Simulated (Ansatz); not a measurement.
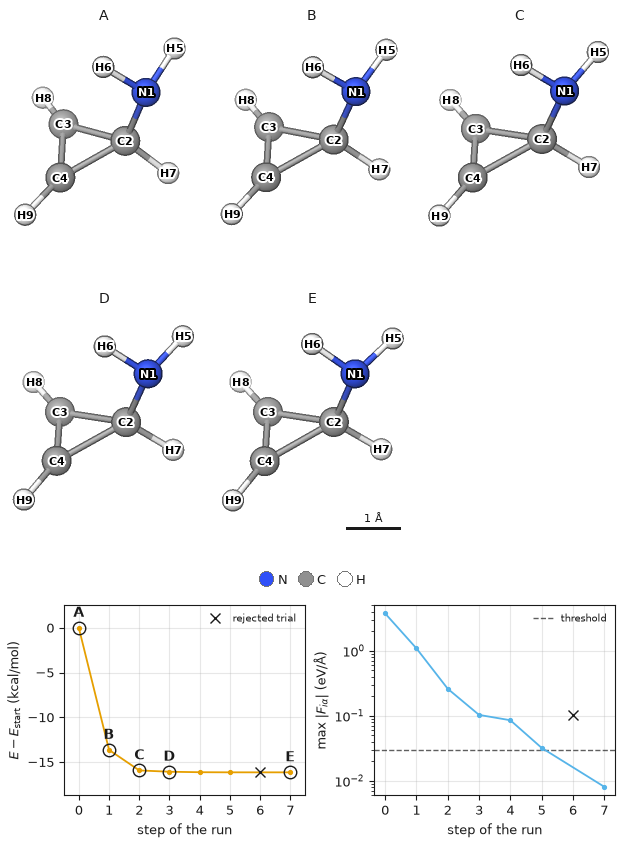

Frames of a relaxation of C3H5N (coarse preliminary run), marked on the history of the run. A ball-and-stick model, seen from a free direction.

The start comes from a force field.

Level of theory: Ansatz 0.2.0, RKS PBE-D4/def2-SVP.

The input:
```yaml
crystal:
  periodic: [false, false, false]
  atoms:
    - {symbol: N, position_ang: [-0.190700, 1.214900, -0.576700]}
    - {symbol: C, position_ang: [0.517700, 0.096600, -0.167700]}
    - {symbol: C, position_ang: [-0.215200, -1.121700, 0.043200]}
    - {symbol: C, position_ang: [0.296700, -0.459900, 1.104700]}
    - {symbol: H, position_ang: [-0.414100, 1.220200, -1.609200]}
    - {symbol: H, position_ang: [-1.157300, 1.307200, -0.146700]}
    - {symbol: H, position_ang: [1.573700, 0.025100, -0.505100]}
    - {symbol: H, position_ang: [-0.631700, -1.951900, -0.364800]}
    - {symbol: H, position_ang: [0.309400, -0.376900, 2.205300]}
basis:
  gaussian: {orbitals: def2-SVP}
hamiltonian: {xc: pbe, dispersion: d4}
relax: {f_tol: 0.03, max_steps: 200}
```

Launched with:
```bash
ansatz run in.yaml --threads 2 --pin off --events-out ev --progress --plain --max-ram 4352MiB
```

### What happens along the run?

The energy falls by 16.1 kcal/mol in 6 accepted moves (7 points after the start). The largest force component goes from 3.8 to 0.0081 eV/Å. The line search rejected the trial step at point 6 of the run. The largest move after the best rigid fit is that of H5, 0.27 Å. By element the largest moves are H 0.27 Å, C 0.13 Å, N 0.10 Å. Near-neighbour distances that change, for instance: C2–C4 1.406 → 1.496 Å, C3–H8 1.014 → 1.098 Å, C2–C3 1.437 → 1.515 Å, N1–C2 1.386 → 1.446 Å. Among the angles between lasting bonds that change: N1–C2–H7 116.6° → 110.4°, N1–C2–C3 117.8° → 123.9°, C4–C2–H7 113.5° → 119.4°. Cost: 11 s on 2 threads of Arm Neoverse V1 (shared host). From step 0 to 1: H8 moves most (0.13 Å), energy −13.6 kcal/mol. From step 1 to 2: H5 moves most (0.08 Å), energy −2.29 kcal/mol. From step 2 to 3: H6 moves most (0.04 Å), energy −0.15 kcal/mol. From step 3 to 7: H6 moves most (0.07 Å), energy −0.07 kcal/mol.

| step | E − E(0), kcal/mol | largest force component, eV/Å | note |
| --- | --- | --- | --- |
| 0 | 0.00 | 3.7655 |  |
| 1 | -13.63 | 1.0925 |  |
| 2 | -15.93 | 0.2613 |  |
| 3 | -16.07 | 0.1035 |  |
| 4 | -16.13 | 0.0856 |  |
| 5 | -16.14 | 0.0322 |  |
| 6 | -16.14 | 0.1047 | rejected |
| 7 | -16.14 | 0.0081 |  |
